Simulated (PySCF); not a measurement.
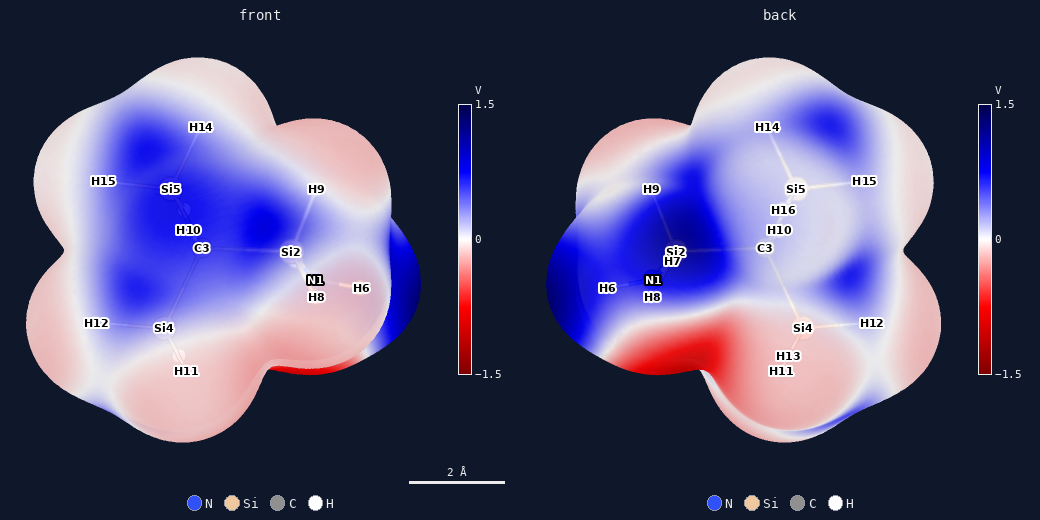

Figure. CH11NSi3 (SMILES N[SiH2]C([SiH3])[SiH3]). The electrostatic potential painted on the density surface at 0.001 e/bohr³, seen from the front and from behind; red is negative and blue positive.

Geometry: GFN2-xTB.

Level of theory: PySCF 2.14.0, CAM-B3LYP/def2-SVPD, SCF density, gas phase.

```json
{"atom": "N", "x (Å)": "1.8383", "y (Å)": "-1.1489", "z (Å)": "0.2850"}
{"atom": "Si", "x (Å)": "1.1104", "y (Å)": "0.1517", "z (Å)": "1.1470"}
{"atom": "C", "x (Å)": "-0.5211", "y (Å)": "0.5528", "z (Å)": "0.2552"}
{"atom": "Si", "x (Å)": "-1.7601", "y (Å)": "-0.8877", "z (Å)": "0.3063"}
{"atom": "Si", "x (Å)": "-0.2544", "y (Å)": "1.2091", "z (Å)": "-1.5051"}
{"atom": "H", "x (Å)": "2.6877", "y (Å)": "-1.5509", "z (Å)": "0.6456"}
{"atom": "H", "x (Å)": "1.8881", "y (Å)": "-1.0892", "z (Å)": "-0.7190"}
{"atom": "H", "x (Å)": "0.9069", "y (Å)": "-0.3640", "z (Å)": "2.5039"}
{"atom": "H", "x (Å)": "1.9196", "y (Å)": "1.3840", "z (Å)": "1.2345"}
{"atom": "H", "x (Å)": "-0.9716", "y (Å)": "1.3718", "z (Å)": "0.8240"}
{"atom": "H", "x (Å)": "-2.0105", "y (Å)": "-1.2904", "z (Å)": "1.6939"}
{"atom": "H", "x (Å)": "-3.0389", "y (Å)": "-0.4626", "z (Å)": "-0.2805"}
{"atom": "H", "x (Å)": "-1.2620", "y (Å)": "-2.0373", "z (Å)": "-0.4501"}
{"atom": "H", "x (Å)": "0.6901", "y (Å)": "2.3332", "z (Å)": "-1.4991"}
{"atom": "H", "x (Å)": "-1.5200", "y (Å)": "1.6781", "z (Å)": "-2.0773"}
{"atom": "H", "x (Å)": "0.2899", "y (Å)": "0.1592", "z (Å)": "-2.3756"}
```

**Describe the electrostatic potential map.**

The most negative region (about −1.0 V, or −23 kcal/mol for a unit charge) lies over N1, the most positive (about +1.3 V, or +30 kcal/mol for a unit charge) over H6.

**What dipole moment does the calculation give?**

Its dipole moment is 0.97 D.
